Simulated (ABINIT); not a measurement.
## Beyond one shot: CdF2 (Fm-3m)

How far does self-consistency move the gap of CdF2 (Fm-3m)?

Calculated with ABINIT 10.8.3; PBE and many-body steps on it, plane waves.

**1. The structure**

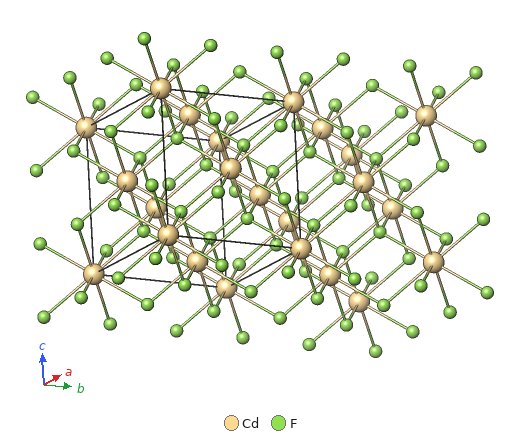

The starting structure, seen from a free direction (cadmium orange, fluorine green). 1×2×1 cells are drawn. This picture shows the conventional cell, with its axes. Some periodic images of atoms are drawn too.

The cell and positions come from the Crystallography Open Database and are kept as given unless a step says otherwise.

**2. Empty states on the mesh, 4×4×4 mesh, 88 bands**

This step: ABINIT 10.8.3; DFT, PBE, plane waves, norm-conserving pseudopotentials.

The sums over transitions need many empty states on a uniform mesh; this step solves for them.

Input file run.abi:

```
acell 3*1.0 Angstrom
rprim 
  0.000000000000 2.694000000000 2.694000000000
  2.694000000000 0.000000000000 2.694000000000
  2.694000000000 2.694000000000 -0.000000000000
ntypat 2
znucl 48 9
natom 3
typat 1 2 2
xred 
  0.000000000000 0.000000000000 0.000000000000
  0.250000000000 0.250000000000 0.250000000000
  0.750000000000 0.750000000000 0.750000000000
pp_dirpath "pseudos"
pseudos "Cd.upf, F.upf"
ecut 47
ngkpt 4 4 4
nshiftk 1
shiftk 0 0 0
kptopt 1
chksymbreak 0
iscf -2
irdden 1
istwfk *1
nband 88
nbdbuf 8
tolwfr 1e-09
nstep 60
prtvol 0
indata_prefix "in"
outdata_prefix "out"
tmpdata_prefix "tmp"
```

The run is started by

```console
$ OMP_NUM_THREADS=1 mpirun -n 8 abinit run.abi > log
```

Numbers of over 12 decimals in the logs are rounded to 6 here.

What it wrote:

```text
.Version 10.8.3 of ABINIT. v10.8.2 released Aug 2026.

 Symmetries : space group Fm -3 m (#225); Bravais cF (face-center cubic)
[... echo of the input left out ...]
== DATASET  1 ==================================================================
-   mpi_nproc: 8, omp_nthreads: 1 (-1 if OMP is not activated)

--- !DatasetInfo
iteration_state: {dtset: 1, }
dimensions: {natom: 3, nkpt: 8, mband: 88, nsppol: 1, nspinor: 1, nspden: 1, mpw: 4092, }
cutoff_energies: {ecut:  47.0, pawecutdg:  -1.0, }
[...]
2.71069    2.76949    2.83078    2.83078    2.86162    2.86162    2.86162    2.89129
   2.89129    2.89129    2.92253    3.00871    3.33869    3.33870    3.33878    3.44324
 prteigrs : prtvol=0 or 1, do not print more k-points.

== END DATASET(S) ==============================================================
================================================================================

 -outvars: echo values of variables after computation  --------
            nband          88
             nkpt           8
          spgroup         225
 [... the other variables as echoed above ...]

 Calculation completed.
```

Run time: 8.2 s. Hardware: 8 MPI ranks of AMD EPYC 9R45, shared host; peak memory 0.65 GiB.

Numbers from this step:

```
gap                                                           : 3.124 eV
k of the valence top                                          : -0.25, 0.5, 0.25
k of the conduction bottom                                    : 0, 0, 0
least direct gap                                              : 3.620 eV
k points computed                                             : 8
lowest point of the top converged band, above the valence top : 74.2572 eV
```

On this mesh the gap is 3.124 eV.

The density comes from a self-consistent run that is not shown.

**3. Screening, 4×4×4 mesh, 80 bands, screening to 136.1 eV**

The RPA dielectric matrix is built and inverted for each q.

This step: RPA screening on PBE, plane waves, norm-conserving pseudopotentials.

Changes to run.abi since step 2:

```diff
@@ -21,10 +21,11 @@
 chksymbreak 0
-iscf -2
-irdden 1
 istwfk *1
-nband 88
-nbdbuf 8
-tolwfr 1e-09
-nstep 60
-prtvol 0
+occopt 1
+irdwfk 1
+optdriver 3
+nband 80
+ecuteps 5
+inclvkb 2
+awtr 1
+symchi 1
 indata_prefix "in"
```

What it wrote:

```text
.Version 10.8.3 of ABINIT. v10.8.2 released Aug 2026.

 Symmetries : space group Fm -3 m (#225); Bravais cF (face-center cubic)
[... echo of the input left out ...]
== DATASET  1 ==================================================================
-   mpi_nproc: 8, omp_nthreads: 1 (-1 if OMP is not activated)

--- !DatasetInfo
iteration_state: {dtset: 1, }
dimensions: {natom: 3, nkpt: 8, mband: 80, nsppol: 1, nspinor: 1, nspden: 1, mpw: 4092, }
cutoff_energies: {ecut:  47.0, pawecutdg:  -1.0, }
electrons: {nelect:   3.40000000E+01, charge:   0.00000000E+00, occopt:   1.00000000E+00, tsmear:   1.00000000E-02, }

 SCREENING: Calculation of the susceptibility and dielectric matrices

 Based on a program developped by R.W. Godby, V. Olevano, G. Onida, and L. Reining.
 Incorporated in ABINIT by V. Olevano, G.-M. Rignanese, and M. Torrent.
.Using double precision arithmetic ; gwpc =  8

[... cell and pseudopotentials left out ...]
--------------------------------------------------------------------------------

 ==== K-mesh for the wavefunctions ====
 Number of points in the irreducible wedge :     8
[... list of points left out ...]
 Together with 48 symmetry operations and time-reversal symmetry
 yields    64 points in the full Brillouin Zone.

 ==== Q-mesh for the screening function ====
 Number of points in the irreducible wedge :     8
[... list of points left out ...]
 Together with 48 symmetry operations and time-reversal symmetry
 yields    64 points in the full Brillouin Zone.

 setmesh: FFT mesh size selected  =    30x   30x   30
          total number of points  =        27000

 vcoul_init : cutoff-mode = AUXILIARY_FUNCTION
 q-points for optical limit:   1
     1)      0.000010    0.000020    0.000030

- screening: taking advantage of time-reversal symmetry
- Maximum band index for partially occupied states nbvw = 17
- Remaining bands to be divided among processors   nbcw = 63
- Number of bands treated by each node ~7

 Number of electrons calculated from density =   34.0000; Expected =   34.0000
 average of density, n =  0.128843
 r_s =    1.2282
 omega_plasma =   34.6246 [eV]

 calculating chi0 at frequencies [eV] :
  1    0.000000E+00    0.000000E+00
  2    0.000000E+00    3.462465E+01

--------------------------------------------------------------------------------
  q-point number  1        q = ( 0.000000, 0.000000, 0.000000) [r.l.u.]
--------------------------------------------------------------------------------
[... chi0 elements left out ...]
 For q-point:  0.000010 0.000020 0.000030
  dielectric constant =   2.7555
  dielectric constant without local fields =   2.9031

  Average fulfillment of the sum rule on Im[epsilon] for q-point    1 :     50.84  [%]
[... wings left out ...]
  q-point number  2        q = ( 0.250000, 0.000000, 0.000000) [r.l.u.]
--------------------------------------------------------------------------------
[... chi0 elements left out ...]
  Average fulfillment of the sum rule on Im[epsilon] for q-point    2 :     66.51  [%]

 [... 6 further q-points ...]
```

It took 7.3 s on 8 MPI ranks; peak memory 1.6 GiB; 56 s of CPU time.

Numbers from this step:

* ε∞ with local fields, on this mesh, along the program's q direction: 2.756
* the same without local fields: 2.903
* plasma frequency: 34.62 eV
* plane waves in the screening matrix: 137

Local fields lower ε∞ by 5 %. On a Γ-centred mesh this coarse the value itself is usually too large, while a short band sum pulls it down.

**4. G0W0**

The self-energy is evaluated for the states that the input lists, and the levels follow from it, in one-shot runs by the linearised quasiparticle equation.

This step: G0W0 on PBE, plane waves, norm-conserving pseudopotentials.

Changes to run.abi since step 3:

```diff
@@ -24,8 +24,17 @@
 irdwfk 1
-optdriver 3
+optdriver 4
 nband 80
+gwcalctyp 0
+ecutsigx 47
+symsigma 1
+nkptgw 2
+kptgw 
+  -0.2500000000 0.5000000000 0.2500000000
+  0.0000000000 0.0000000000 0.0000000000
+bdgw 
+  16 19
+  15 21
 ecuteps 5
-inclvkb 2
-awtr 1
-symchi 1
+irdscr 1
+ppmodel 1
 indata_prefix "in"
```

What it wrote:

```text
.Version 10.8.3 of ABINIT. v10.8.2 released Aug 2026.

 Symmetries : space group Fm -3 m (#225); Bravais cF (face-center cubic)
[... echo of the input left out ...]
== DATASET  1 ==================================================================
-   mpi_nproc: 8, omp_nthreads: 1 (-1 if OMP is not activated)

--- !DatasetInfo
iteration_state: {dtset: 1, }
dimensions: {natom: 3, nkpt: 8, mband: 80, nsppol: 1, nspinor: 1, nspden: 1, mpw: 4092, }
cutoff_energies: {ecut:  47.0, pawecutdg:  -1.0, }
electrons: {nelect:   3.40000000E+01, charge:   0.00000000E+00, occopt:   1.00000000E+00, tsmear:   1.00000000E-02, }

 SIGMA: Calculation of the GW corrections

 Based on a program developped by R.W. Godby, V. Olevano, G. Onida, and L. Reining.
 Incorporated in ABINIT by V. Olevano, G.-M. Rignanese, and M. Torrent.
.Using double precision arithmetic ; gwpc =  8

[... cell and pseudopotentials left out ...]
--------------------------------------------------------------------------------

 ==== K-mesh for the wavefunctions ====
 Number of points in the irreducible wedge :     8
[... list of points left out ...]
 Together with 48 symmetry operations and time-reversal symmetry
 yields    64 points in the full Brillouin Zone.

 ==== Q-mesh for screening function ====
 Number of points in the irreducible wedge :     8
[... list of points left out ...]
 Together with 48 symmetry operations and time-reversal symmetry
 yields    64 points in the full Brillouin Zone.

 vcoul_init : cutoff-mode = AUXILIARY_FUNCTION
 q-points for optical limit:   1
     1)      0.000010    0.000020    0.000030
 setmesh: FFT mesh size selected  =    45x   45x   45
          total number of points  =        91125

 Number of electrons calculated from density =   34.0000; Expected =   34.0000
 average of density, n =  0.128843
 r_s =    1.2282
 omega_plasma =   34.6246 [eV]

 === KS Band Gaps ===
  >>>> For spin  1
   Minimum direct gap =   3.6194 [eV], located at k-point      :   0.0000  0.0000  0.0000
   Fundamental gap    =   3.1240 [eV], Top of valence bands at :  -0.2500  0.5000  0.2500
                                       Bottom of conduction at :   0.0000  0.0000  0.0000
 SIGMA fundamental parameters:
 PLASMON POLE MODEL  1
 number of plane-waves for SigmaX                 4015
 number of plane-waves for SigmaC and W            137
 number of plane-waves for wavefunctions          4015
 number of bands                                    80
 number of independent spin polarizations            1
 number of spinorial components                      1
 number of k-points in IBZ                           8
 number of q-points in IBZ                           8
 number of symmetry operations                      48
 number of k-points in BZ                           64
 number of q-points in BZ                           64
 number of frequencies for dSigma/dE                 9
 frequency step for dSigma/dE [eV]                0.25
 number of omega for Sigma on real axis              0
 max omega for Sigma on real axis  [eV]           0.00
 zcut for avoiding poles [eV]                     0.10

 EPSILON^-1 parameters (SCR file):
 dimension of the eps^-1 matrix on file            137
 dimension of the eps^-1 matrix used               137
 number of plane-waves for wavefunctions          4015
 number of bands                                    80
 number of q-points in IBZ                           8
 number of frequencies                               2
 number of real frequencies                          1
 number of imag frequencies                          1

 matrix elements of self-energy operator (all in [eV])

 Perturbative Calculation

--- !SelfEnergy_ee
iteration_state: {dtset: 1, }
kpoint     : [  -0.250,    0.500,    0.250, ]
spin       : 1
KS_gap     :    8.101
QP_gap     :   11.417
Delta_QP_KS:    3.316
data: !SigmaeeData |
     Band     E0 <VxcDFT>   SigX SigC(E0)      Z dSigC/dE  Sig(E)    E-E0       E
       16   2.536 -23.138 -30.563   5.828   0.796  -0.257 -24.408  -1.270   1.266
       17   3.135 -24.392 -31.575   5.654   0.805  -0.242 -25.624  -1.231   1.904
       18  11.236 -16.752 -10.745  -3.574   0.857  -0.167 -14.667   2.085  13.321
       19  14.664 -10.958  -6.360  -3.409   0.871  -0.148  -9.922   1.036  15.700

--- !SelfEnergy_ee
iteration_state: {dtset: 1, }
kpoint     : [   0.000,    0.000,    0.000, ]
spin       : 1
KS_gap     :    3.619
QP_gap     :    6.069
Delta_QP_KS:    2.450
data: !SigmaeeData |
     Band     E0 <VxcDFT>   SigX SigC(E0)      Z dSigC/dE  Sig(E)    E-E0       E
       15   2.640 -24.993 -32.322   5.504   0.818  -0.223 -26.486  -1.493   1.147
       16   2.640 -24.993 -32.322   5.504   0.818  -0.223 -26.486  -1.493   1.147
       17   2.640 -24.993 -32.322   5.504   0.818  -0.223 -26.486  -1.493   1.147
       18   6.259 -12.403  -7.938  -3.373   0.876  -0.142 -11.446   0.957   7.216
       19  15.876 -10.202  -4.669  -4.113   0.878  -0.139  -8.955   1.247  17.123
       20  15.876 -10.202  -4.669  -4.113   0.878  -0.139  -8.955   1.247  17.123
       21  15.876 -10.202  -4.669  -4.113   0.878  -0.139  -8.955   1.247  17.123

== END DATASET(S) ==============================================================
================================================================================

 -outvars: echo values of variables after computation  --------
           etotal      0.0000000000E+00
            nband          80
             nkpt           8
          spgroup         225
 [... the other variables as echoed above ...]

 Calculation completed.
```

Wall time 3.2 s (8 MPI ranks); peak memory 1.5 GiB.

This step gave:

* G0W0 gap on the points computed: 5.312 eV
* starting gap on the mesh: 3.124 eV
* k of the valence top: -0.25, 0.5, 0.25
* k of the conduction bottom: 0, 0, 0
* Z at the valence top: 0.805
* Z at the conduction bottom: 0.876
* least direct G0W0 gap on the computed points: 6.069 eV

The gap on the mesh goes from 3.12 eV to 5.31 eV, a correction of +2.19 eV.

**5. QSGW, cycle 1**

This step: QSGW on PBE, plane waves, norm-conserving pseudopotentials.

Changes to run.abi since step 4:

```diff
@@ -26,12 +26,24 @@
 nband 80
-gwcalctyp 0
+gwcalctyp 28
 ecutsigx 47
-symsigma 1
-nkptgw 2
+symsigma 0
+nkptgw 8
 kptgw 
+  0.0000000000 0.0000000000 0.0000000000
+  0.2500000000 0.0000000000 0.0000000000
+  0.5000000000 0.0000000000 0.0000000000
+  0.2500000000 0.2500000000 0.0000000000
+  0.5000000000 0.2500000000 0.0000000000
+  -0.2500000000 0.2500000000 0.0000000000
+  0.5000000000 0.5000000000 0.0000000000
   -0.2500000000 0.5000000000 0.2500000000
-  0.0000000000 0.0000000000 0.0000000000
 bdgw 
-  16 19
-  15 21
+  7 27
+  7 27
+  7 27
+  7 27
+  7 27
+  7 27
+  7 27
+  7 27
 ecuteps 5
@@ -39,2 +51,3 @@
 ppmodel 1
+rhoqpmix 0.3
 indata_prefix "in"
```

What it wrote:

```text
.Version 10.8.3 of ABINIT. v10.8.2 released Aug 2026.

 Symmetries : space group Fm -3 m (#225); Bravais cF (face-center cubic)
[... echo of the input left out ...]
== DATASET  1 ==================================================================
-   mpi_nproc: 8, omp_nthreads: 1 (-1 if OMP is not activated)

--- !DatasetInfo
iteration_state: {dtset: 1, }
dimensions: {natom: 3, nkpt: 8, mband: 80, nsppol: 1, nspinor: 1, nspden: 1, mpw: 4092, }
cutoff_energies: {ecut:  47.0, pawecutdg:  -1.0, }
electrons: {nelect:   3.40000000E+01, charge:   0.00000000E+00, occopt:   1.00000000E+00, tsmear:   1.00000000E-02, }

 SIGMA: Calculation of the GW corrections

 Based on a program developped by R.W. Godby, V. Olevano, G. Onida, and L. Reining.
 Incorporated in ABINIT by V. Olevano, G.-M. Rignanese, and M. Torrent.
.Using double precision arithmetic ; gwpc =  8

[... cell and pseudopotentials left out ...]
--------------------------------------------------------------------------------

 ==== K-mesh for the wavefunctions ====
 Number of points in the irreducible wedge :     8
[... list of points left out ...]
 Together with 48 symmetry operations and time-reversal symmetry
 yields    64 points in the full Brillouin Zone.

 ==== Q-mesh for screening function ====
 Number of points in the irreducible wedge :     8
[... list of points left out ...]
 Together with 48 symmetry operations and time-reversal symmetry
 yields    64 points in the full Brillouin Zone.

 vcoul_init : cutoff-mode = AUXILIARY_FUNCTION
 q-points for optical limit:   1
     1)      0.000010    0.000020    0.000030
 setmesh: FFT mesh size selected  =    45x   45x   45
          total number of points  =        91125

 Number of electrons calculated from density =   34.0000; Expected =   34.0000
[...]
spin       : 1
KS_gap     :    8.125
QP_gap     :   12.042
Delta_QP_KS:    3.917
data: !SigmaeeData |
     Band     E_DFT   <VxcDFT>   E(N-1)  <Hhartree>   SigX  SigC[E(N-1)]    Z     dSigC/dE  Sig[E(N)]  DeltaE  E(N)_pert E(N)_diago
[...]
--- !SelfEnergy_ee
iteration_state: {dtset: 1, }
kpoint     : [  -0.250,    0.500,    0.250, ]
spin       : 1
KS_gap     :    8.101
QP_gap     :   12.063
Delta_QP_KS:    3.962
data: !SigmaeeData |
     Band     E_DFT   <VxcDFT>   E(N-1)  <Hhartree>   SigX  SigC[E(N-1)]    Z     dSigC/dE  Sig[E(N)]  DeltaE  E(N)_pert E(N)_diago
[...]
26    28.188   -10.386    28.188    38.574    -4.142    -4.518     1.000     0.000    -8.660     1.726    29.914    29.938
       27    28.188   -10.386    28.188    38.574    -4.142    -4.494     1.000     0.000    -8.636     1.750    29.937    29.962

 New Fermi energy :        1.637381E-01 Ha ,    4.455541E+00 eV

 === QP Band Gaps ===
  >>>> For spin  1
   Minimum direct gap =   6.4852 [eV], located at k-point      :   0.0000  0.0000  0.0000
   Fundamental gap    =   5.6791 [eV], Top of valence bands at :  -0.2500  0.5000  0.2500
                                       Bottom of conduction at :   0.0000  0.0000  0.0000

 writing QP data on file : out_QPS

 Convergence of QP corrections
 >>>>> For spin  1 <<<<<
.  kptgw no:  1; Maximum DeltaE = (   0.000   0.000) for band index:  1
.  kptgw no:  2; Maximum DeltaE = (   0.940   0.225) for band index:  1
.  kptgw no:  3; Maximum DeltaE = (   1.650  -0.002) for band index:  2
[...]
.  kptgw no:  7; Maximum DeltaE = (   1.363   0.001) for band index:  2
.  kptgw no:  8; Maximum DeltaE = (   1.606  -0.063) for band index:  3

== END DATASET(S) ==============================================================
================================================================================

 -outvars: echo values of variables after computation  --------
           etotal      0.0000000000E+00
            nband          80
             nkpt           8
          spgroup         225
 [... the other variables as echoed above ...]

 Calculation completed.
```

Elapsed: 51 s, on 8 MPI ranks; peak memory 3.5 GiB; 6.8 min of CPU time.

This step gave:

```yaml
quasiparticle_gap_on_the_mesh: 5.679 eV
gap_of_the_density_functional_on_the_mesh: 3.124 eV
k_of_the_valence_top: -0.25, 0.5, 0.25
k_of_the_conduction_bottom: 0, 0, 0
z_at_the_valence_top: 1
z_at_the_conduction_bottom: 1
least_direct_quasiparticle_gap_on_the_computed_points: 6.485 eV
```

Against G0W0 in ABINIT (4×4×4 mesh, 80 bands, screening to 136.1 eV, Godby-Needs plasmon pole), the gap moves by +0.367 eV.

[end of part 1 of 3]

[Paths, hosts, dates, memory and timing lines, banners, echoed tables and standing remarks are left out of the program output.]

[Logs are printed without paths, hosts, clocks, repeated set-up lines and the standing remarks that a program may print on its own settings, such as how far it seeks lower states.]

[Runs of the session that timed out or met a known fault of the program may be left out.]

[No measured gap is set beside runs whose start may be inverted or whose files or cutoffs have a known fault.]

[Loops that did not settle are left out.]

[Hosts, paths, dates, database ids (printed as entryN), source tags and the programs' standing remarks are cut or masked in the printed files.]

[G0W0 gaps are taken among the corrected bands and points alone; a level outside them can change the order at an edge.]

[Where Ansatz stands beside ABINIT at settings called matched, ABINIT's density can come from a denser mesh and the files from another edition; pairs whose starting gaps differed by over 0.03 eV were left out, so agreement reads better than it is.]
